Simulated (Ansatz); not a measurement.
**CH₉NSi₂: density, localisation and related maps**

Input file:

```
crystal:
  periodic: [false, false, false]
  atoms:
    - {symbol: C, position_ang: [-1.405059, 0.353830, 1.759618]}
    - {symbol: N, position_ang: [0.551589, -0.343932, -0.356965]}
    - {symbol: Si, position_ang: [0.336894, 0.576265, 1.112440]}
    - {symbol: Si, position_ang: [-0.267538, -1.770606, -0.921214]}
    - {symbol: H, position_ang: [-2.151189, 0.656323, 1.009405]}
    - {symbol: H, position_ang: [-1.546749, 0.974963, 2.657817]}
    - {symbol: H, position_ang: [-1.604661, -0.691441, 2.041783]}
    - {symbol: H, position_ang: [0.607979, 2.017380, 0.808891]}
    - {symbol: H, position_ang: [1.308139, 0.171702, 2.183086]}
    - {symbol: H, position_ang: [1.390223, -0.109869, -0.882840]}
    - {symbol: H, position_ang: [-1.720069, -1.671220, -0.590127]}
    - {symbol: H, position_ang: [0.239554, -3.050500, -0.326021]}
    - {symbol: H, position_ang: [-0.094047, -1.864347, -2.402861]}
basis:
  gaussian:
    orbitals: def2-TZVPD
hamiltonian:
  xc: {name: PBE0}
output:
  forces: true
  orbitals: {seedname: orbitals}
```

Launched as:

```sh
ansatz run input.yaml --threads 2 --pin off --max-ram 4350MiB --events-out events.jsonl --progress --plain --runs-dir runs
```

Geometry: PBE0-D3(BJ)/def2-SVP.

All numbers below come from isolated molecule in a Gaussian basis; Kohn-Sham density functional theory, functional PBE0 (Ansatz 0.2.0).

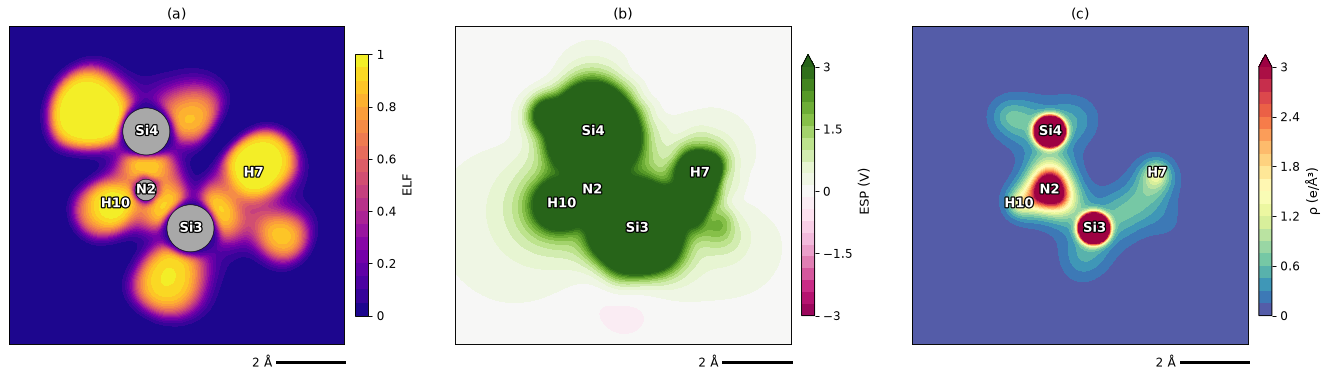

Figure 1. (a) ELF; (b) electrostatic potential; (c) electron density on the plane of atoms Si3, N2 and Si4. Grey discs cover the atomic cores in the ELF map.

> Read the bonding off the picture.

Atoms in the plane: N, Si and H.
Si–N (1.74 Å): ρ is about 1.1 e/Å³ halfway; the ELF peaks at about 0.90 between the atoms: a polar covalent bond.
N–H (1.02 Å): the density is about 2.8 e/Å³ at the midpoint; the ELF climbs to about 1 towards the hydrogen, as it does in any bond to H; a covalent bond by its length.
The potential has no marked negative region in this plane.

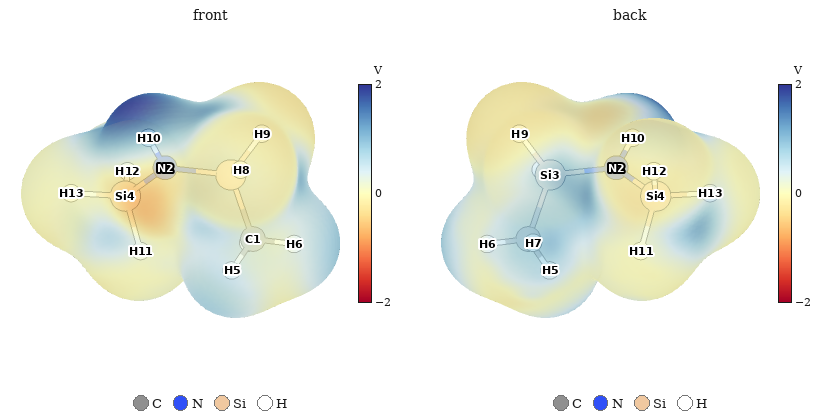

Figure 2. The electrostatic potential painted on the density surface at 0.002 e/bohr³, seen from the front and from behind; red is negative and blue positive.

> Describe the electrostatic potential map.

The most negative region (about −0.6 V) lies over N2, the most positive (about +1.9 V) over H10.

> What dipole moment does the calculation give?

Its dipole moment is 0.26 D.

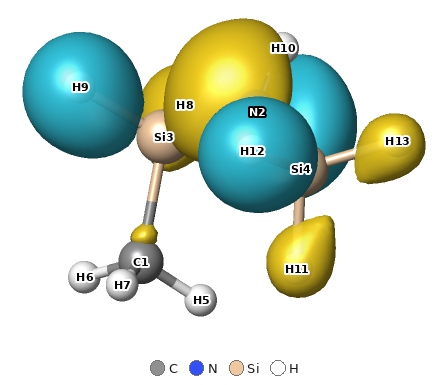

Figure 3. The HOMO at ±0.1 Å⁻³ᐟ² (yellow and cyan are the two phases), seen at an oblique angle.

> Describe this orbital and give its energy.

Its weight (Hirshfeld) is mainly on N2 (about 50 %), Si3 (about 10 %), Si4 (about 10 %), H9 (about 10 %) and H12 (about 10 %). Its energy is −7.38 eV.
